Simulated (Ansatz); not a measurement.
Geometry relaxation, with input and output: CH$_{6}$BClN$_{2}$Si (part 1 of 2)

System: CH$_{6}$BClN$_{2}$Si.
Method: RKS PBE0/def2-SVP (Ansatz 0.2.0).

It belongs to a series of runs on one base structure; here: end point A relaxed.

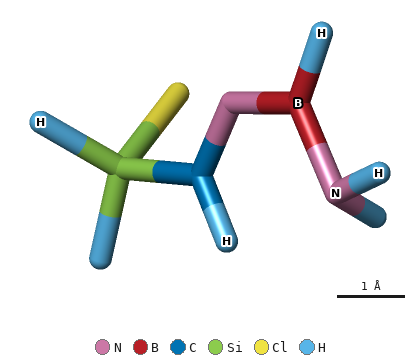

*The structure as given in the input (stick view, seen at a tilt).*

Summary:

- outcome: converged
- total energy: −25170.5600 eV
- mean-field energy: −25170.5600 eV
- largest force (length of the vector) at the end: 0.020 eV/Å
- hardware: 2 threads of Intel Xeon (Sapphire Rapids), 16 GiB of memory available, shared host
- wall time: 61 s (CPU time 2 min)
- peak memory: 0.32 GiB

The input:
```yaml
crystal:
  periodic: [false, false, false]
  atoms:
    - { symbol: "N", position_ang: [-2.1895, -0.8702, 0.7092] }
    - { symbol: B, position_ang: [-1.7288, 0.542, 0.2686] }
    - { symbol: "N", position_ang: [-0.3273, 0.7408, -0.2028] }
    - { symbol: C, position_ang: [0.6364, -0.2063, -0.2587] }
    - { symbol: Si, position_ang: [2.279, 0.1301, -0.8433] }
    - { symbol: Cl, position_ang: [3.1705, 1.5375, 0.4649] }
    - { symbol: H, position_ang: [-3.2193, -0.7121, 0.9512] }
    - { symbol: H, position_ang: [-1.698, -1.0603, 1.5719] }
    - { symbol: H, position_ang: [-2.4559, 1.4878, 0.3099] }
    - { symbol: H, position_ang: [0.3063, -1.2362, 0.0383] }
    - { symbol: H, position_ang: [3.0491, -1.1075, -0.8049] }
    - { symbol: H, position_ang: [2.2545, 0.6992, -2.1702] }
basis:
  gaussian: { orbitals: def2-SVP }
hamiltonian:
  xc: pbe0
relax:
  f_tol: 0.02
  max_steps: 50
```

Launched with:
```bash
ansatz run input.yaml --threads 2 --pin off --max-ram 3072MiB --backend cpu --events-out ev --progress --plain --runs-dir out
```

The program's output:
```
The last accepted step is kept in [file] (removed where the run ends without a failure and the disk answers)
Engine: ansatz 0.2.0, x86_64-unknown-linux-gnu
Functional definition: PBE0
  parameter a = 0.25
  parameter kappa = 0.804
  parameter beta = 0.06672455060314922
  exchange = (1 - a)*pbe_x(kappa = kappa, mu = beta*pi^2/3) + a*exact_x
  correlation = pbe_c(beta = beta)
1326 factors; integrals over basis functions are off by at most 4.6e-4 eV
mean field evaluation 1: about -25162.2309 eV, gradient 5.5e1 eV
mean field evaluation 2: about -25151.0757 eV, gradient 8.5e1 eV
mean field evaluation 4: about -25168.6463 eV, gradient 7.0e0 eV
mean field evaluation 8: about -25168.8011 eV, gradient 7.0e-1 eV
mean field evaluation 16: about -25168.8022 eV, gradient 2.2e-4 eV
mean field -25168.80224307 eV, -924.9364224058 hartree, gradient 3.0e-5 eV, S^2 0.000000; 0 other end points of the search recorded, 0 dependent functions left out
the calculation of the forces begins
reference -25168.80227382 eV, -924.9364235360 hartree; 31, 31 occupied and 91, 91 virtual orbitals, 1326 factors
relax step   1: F+E_penalty+E_count = -25168.80224307 eV  Δ(F+E_penalty+E_count) = +0.000e0 eV  max|allowed force component| = 6.596e0 eV/Å  Δτ_max = 0.0000 Å  (31 SCF iters, accepted)
these checks for a lower state are left out or cut short: starts, cluster_reference, orbital_swaps, neighbouring_geometries, increment
1326 factors; integrals over basis functions are off by at most 5.2e-4 eV
mean field -25169.58007215 eV, -924.9650070975 hartree, gradient 1.8e-5 eV, S^2 0.000000; 0 other end points of the search recorded, 0 dependent functions left out
[... from here on the field's lines of each further geometry are left out, up to the last ...]
relax step   2: F+E_penalty+E_count = -25169.58007215 eV  Δ(F+E_penalty+E_count) = -7.778e-1 eV  max|allowed force component| = 2.538e0 eV/Å  Δτ_max = 0.1948 Å  (32 SCF iters, accepted)
relax step   3: F+E_penalty+E_count = -25169.85111849 eV  Δ(F+E_penalty+E_count) = -2.710e-1 eV  max|allowed force component| = 2.642e0 eV/Å  Δτ_max = 0.1949 Å  (32 SCF iters, accepted)
relax step   4: F+E_penalty+E_count = -25170.15816661 eV  Δ(F+E_penalty+E_count) = -3.070e-1 eV  max|allowed force component| = 1.548e0 eV/Å  Δτ_max = 0.2000 Å  (32 SCF iters, accepted)
relax step   5: F+E_penalty+E_count = -25170.29922337 eV  Δ(F+E_penalty+E_count) = -1.411e-1 eV  max|allowed force component| = 7.301e-1 eV/Å  Δτ_max = 0.1951 Å  (33 SCF iters, accepted)
relax step   6: F+E_penalty+E_count = -25170.39744558 eV  Δ(F+E_penalty+E_count) = -9.822e-2 eV  max|allowed force component| = 5.620e-1 eV/Å  Δτ_max = 0.1997 Å  (31 SCF iters, accepted)
relax step   7: F+E_penalty+E_count = -25170.45403200 eV  Δ(F+E_penalty+E_count) = -5.659e-2 eV  max|allowed force component| = 5.890e-1 eV/Å  Δτ_max = 0.1994 Å  (32 SCF iters, accepted)
relax step   8: F+E_penalty+E_count = -25170.48424066 eV  Δ(F+E_penalty+E_count) = -3.021e-2 eV  max|allowed force component| = 7.185e-1 eV/Å  Δτ_max = 0.1971 Å  (34 SCF iters, accepted)
relax step   9: F+E_penalty+E_count = -25170.50242690 eV  Δ(F+E_penalty+E_count) = -1.819e-2 eV  max|allowed force component| = 7.807e-1 eV/Å  Δτ_max = 0.1103 Å  (32 SCF iters, accepted)
relax step  10: F+E_penalty+E_count = -25170.52731482 eV  Δ(F+E_penalty+E_count) = -2.489e-2 eV  max|allowed force component| = 2.450e-1 eV/Å  Δτ_max = 0.2000 Å  (31 SCF iters, accepted)
relax step  11: F+E_penalty+E_count = -25170.53543856 eV  Δ(F+E_penalty+E_count) = -8.124e-3 eV  max|allowed force component| = 2.073e-1 eV/Å  Δτ_max = 0.1293 Å  (32 SCF iters, accepted)
relax step  12: F+E_penalty+E_count = -25170.54327875 eV  Δ(F+E_penalty+E_count) = -7.840e-3 eV  max|allowed force component| = 2.805e-1 eV/Å  Δτ_max = 0.0532 Å  (32 SCF iters, accepted)
relax step  13: F+E_penalty+E_count = -25170.54855537 eV  Δ(F+E_penalty+E_count) = -5.277e-3 eV  max|allowed force component| = 2.587e-1 eV/Å  Δτ_max = 0.0450 Å  (33 SCF iters, accepted)
relax step  14: F+E_penalty+E_count = -25170.55314068 eV  Δ(F+E_penalty+E_count) = -4.585e-3 eV  max|allowed force component| = 1.978e-1 eV/Å  Δτ_max = 0.0324 Å  (32 SCF iters, accepted)
relax step  15: F+E_penalty+E_count = -25170.55819675 eV  Δ(F+E_penalty+E_count) = -5.056e-3 eV  max|allowed force component| = 9.552e-2 eV/Å  Δτ_max = 0.0812 Å  (31 SCF iters, accepted)
relax step  16: F+E_penalty+E_count = -25170.55926404 eV  Δ(F+E_penalty+E_count) = -1.067e-3 eV  max|allowed force component| = 6.721e-2 eV/Å  Δτ_max = 0.0458 Å  (32 SCF iters, accepted)
relax step  17: F+E_penalty+E_count = -25170.55984456 eV  Δ(F+E_penalty+E_count) = -5.805e-4 eV  max|allowed force component| = 3.342e-2 eV/Å  Δτ_max = 0.0161 Å  (33 SCF iters, accepted)
relax step  18: F+E_penalty+E_count = -25170.55977798 eV  Δ(F+E_penalty+E_count) = +6.658e-5 eV  max|allowed force component| = 5.479e-2 eV/Å  Δτ_max = 0.0164 Å  (33 SCF iters, rejected (line search))
the calculation of the forces begins
reference -25170.56003616 eV, -925.0010201105 hartree; 31, 31 occupied and 91, 91 virtual orbitals, 1327 factors
relax step  19: F+E_penalty+E_count = -25170.56000487 eV  Δ(F+E_penalty+E_count) = -1.603e-4 eV  max|allowed force component| = 1.681e-2 eV/Å  Δτ_max = 0.0079 Å  (26 SCF iters, accepted)
1327 factors; integrals over basis functions are off by at most 4.3e-4 eV
mean field evaluation 160: about -25170.5600 eV, gradient 3.0e-4 eV
```

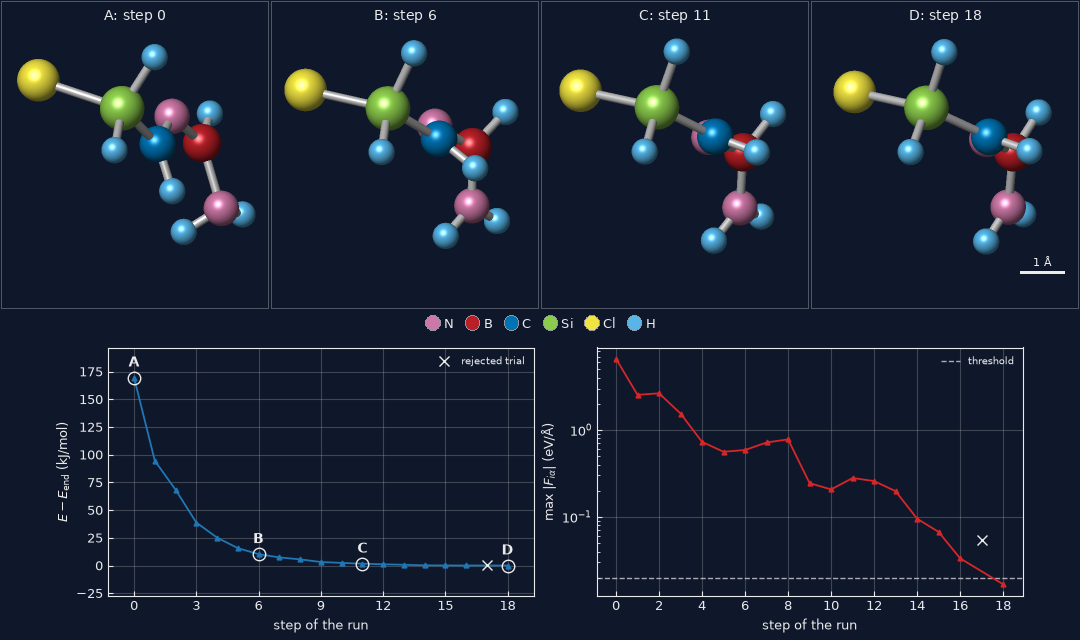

*Frames of the relaxation (ball-and-stick view, seen at a tilt) above the curves, on which the letters mark them (the first geometry is step 0 here and step 1 in the log).*

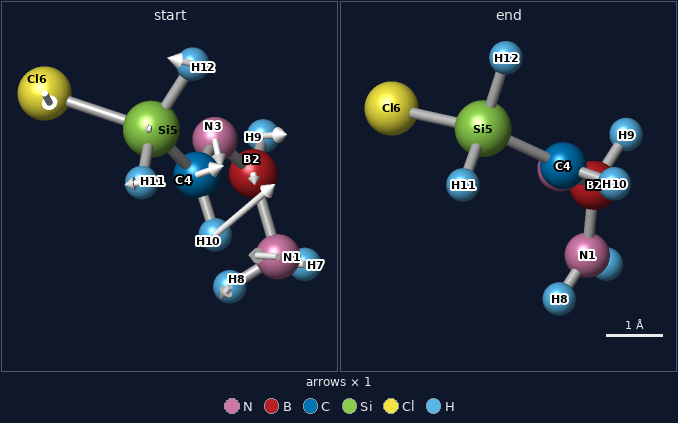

*Before (left) and after (right) the relaxation, at one scale (ball-and-stick view, seen at a tilt). The white arrows give the displacements, at true length.*

Over 18 geometry steps the energy falls by 169.6 kJ/mol. Largest force component: 6.6 eV/Å at the start, 0.017 eV/Å at the end. The line search rejected the trial step at point 17 (counted from 0) and went back. The largest move after the best rigid fit is that of H10, 1.60 Å. By element the largest moves are H 1.60 Å, N 0.79 Å, Cl 0.64 Å, C 0.58 Å, B 0.23 Å, Si 0.13 Å. Among the contacts that change: N1–B2 1.549 → 1.405 Å, C4–Si5 1.776 → 1.900 Å, N3–C4 1.352 → 1.253 Å, B2–N3 1.492 → 1.408 Å. Among the angles that change: B2–N3–C4 126.1° → 150.0°, B2–N1–H7 102.5° → 121.9°, B2–N1–H8 105.6° → 123.6°. (Atoms are counted from 1 in the order of the input.)

```
mean field -25170.56000487 eV, -925.0010189608 hartree, gradient 2.3e-5 eV, S^2 0.000000; 1 other end points of the search recorded, 0 dependent functions left out
the calculation of the forces begins
reference -25170.56003616 eV, -925.0010201105 hartree; 31, 31 occupied and 91, 91 virtual orbitals, 1327 factors
Total energy: -25170.56003616 eV, -925.0010201105 hartree
Atom 0 at    -2.237757    -0.430131     1.394206 Å, force     0.002776    -0.016808     0.010227 eV/Å
Atom 1 at    -1.697065     0.315441     0.333257 Å, force    -0.011160     0.015629    -0.001367 eV/Å
Atom 2 at    -0.357009     0.193294    -0.080481 Å, force     0.008250    -0.005793    -0.005198 eV/Å
Atom 3 at     0.505951    -0.325020    -0.827394 Å, force     0.001872     0.007854     0.013237 eV/Å
Atom 4 at     2.335153     0.188019    -0.783028 Å, force    -0.005140     0.002429    -0.006791 eV/Å
Atom 5 at     2.643831     1.508591     0.769061 Å, force    -0.000472    -0.003254    -0.001373 eV/Å
Atom 6 at    -3.163847    -0.252880     1.753829 Å, force     0.006408     0.001897    -0.003066 eV/Å
Atom 7 at    -1.715196    -1.121804     1.914640 Å, force    -0.009796     0.012453    -0.007069 eV/Å
Atom 8 at    -2.371428     1.159788    -0.216746 Å, force     0.004389    -0.008746     0.006824 eV/Å
Atom 9 at     0.233632    -1.116894    -1.566855 Å, force    -0.001815    -0.008012    -0.010608 eV/Å
Atom 10 at     3.191567    -1.018169    -0.586993 Å, force     0.001258     0.001276     0.005036 eV/Å
Atom 11 at     2.709169     0.844566    -2.069395 Å, force     0.003430     0.001075     0.000148 eV/Å
Dipole moment:    -0.176123    -0.474336    -0.036946 e Å
```

Trajectory as extended XYZ (Å, eV, eV/Å), 19 frames, from step=1 to step=19:
```
12
Properties=species:S:1:pos:R:3:forces:R:3 step=1 energy=-25168.80224
N    -2.1895   -0.8702    0.7092   -1.5909   4.0215  -0.5756
B    -1.7288    0.5420    0.2686    0.8379  -3.3161   0.3336
N    -0.3273    0.7408   -0.2028    2.8061  -1.8061  -0.0514
C     0.6364   -0.2063   -0.2587   -6.5956   1.5722   1.3150
Si    2.2790    0.1301   -0.8433    2.2490   1.3202   0.4648
Cl    3.1705    1.5375    0.4649   -0.2447  -0.5474  -0.4827
H    -3.2193   -0.7121    0.9512    1.7952  -0.7449  -0.1419
H    -1.6980   -1.0603    1.5719    0.2457  -0.6332   0.3229
H    -2.4559    1.4878    0.3099   -0.3423   0.1834  -0.2961
H     0.3063   -1.2362    0.0383    0.4301   0.0785  -0.0916
H     3.0491   -1.1075   -0.8049    0.4032  -0.4766   0.0158
H     2.2545    0.6992   -2.1702    0.0063   0.3485  -0.8128
12
Properties=species:S:1:pos:R:3:forces:R:3 step=2 energy=-25169.58007
N    -2.2153   -0.7898    0.6940    0.4374   2.1885   1.7529
B    -1.6991    0.5380    0.2750   -0.6830  -1.6377  -0.0938
N    -0.3035    0.7657   -0.1514    1.0470  -0.8708  -0.0449
C     0.5501   -0.2069   -0.2611   -2.5382   0.7907   1.0077
Si    2.2606    0.1409   -0.8173    1.2377   0.4326  -0.0929
Cl    3.1690    1.5069    0.4619   -0.1157  -0.1291  -0.0835
H    -3.1742   -0.6830    1.1043    1.0964  -0.3410  -0.5665
H    -1.5994   -1.1786    1.4527   -0.7261  -0.0893  -1.1867
H    -2.4755    1.4657    0.1717    0.0085  -0.1269  -0.1329
H     0.2399   -1.2318    0.0545    0.1713  -0.1370  -0.2965
H     3.0633   -1.1031   -0.7774    0.0947  -0.1655  -0.0208
H     2.2608    0.7209   -2.1728   -0.0300   0.0856  -0.2419
12
Properties=species:S:1:pos:R:3:forces:R:3 step=3 energy=-25169.85112
N    -2.2075   -0.6750    0.7633    1.5064  -1.0448   2.6420
B    -1.7208    0.5183    0.2137   -0.4548   0.8000  -0.1107
N    -0.2944    0.7725   -0.0826   -0.6998   0.3793   0.5520
C     0.5129   -0.1922   -0.1498    0.1215  -1.3685  -1.1593
Si    2.2707    0.1526   -0.7797    0.1912  -0.2497   0.1171
Cl    3.1738    1.4920    0.4894    0.1582   0.2171   0.1364
H    -3.1093   -0.6421    1.2612    0.4963  -0.1570  -0.5997
H    -1.4930   -1.2502    1.3559   -1.8192   1.1011  -1.6593
H    -2.5249    1.4248    0.0037    0.2498  -0.3847  -0.1998
H     0.1470   -1.2822   -0.1092    0.4172   0.7068   0.1604
H     3.0779   -1.1099   -0.7729   -0.0676   0.0820  -0.0481
H     2.2446    0.7362   -2.1591   -0.0992  -0.0815   0.1691
12
Properties=species:S:1:pos:R:3:forces:R:3 step=4 energy=-25170.15817
N    -2.1528   -0.6152    0.8609    0.3952  -0.7716   1.5481
B    -1.7206    0.5370    0.2198   -0.0150   0.6046  -0.2307
N    -0.2922    0.7721   -0.0062   -0.1650  -0.2882  -0.0576
C     0.4880   -0.2004   -0.2525    0.0664  -0.2565  -0.0940
Si    2.2870    0.1495   -0.7262   -0.2645  -0.2466  -0.3656
Cl    3.1644    1.4876    0.5532    0.1385   0.1585   0.1421
H    -3.0432   -0.6441    1.3385   -0.3617  -0.0383  -0.3485
H    -1.4950   -1.2255    1.3765   -0.3493   0.4853  -0.6320
H    -2.5472    1.3612   -0.1469    0.2651  -0.2266  -0.0130
H     0.1335   -1.2774   -0.3086    0.0258   0.4657  -0.1113
H     3.0676   -1.1233   -0.7704    0.0517   0.0717   0.0710
H     2.1874    0.7233   -2.1040    0.2129   0.0419   0.0915
```
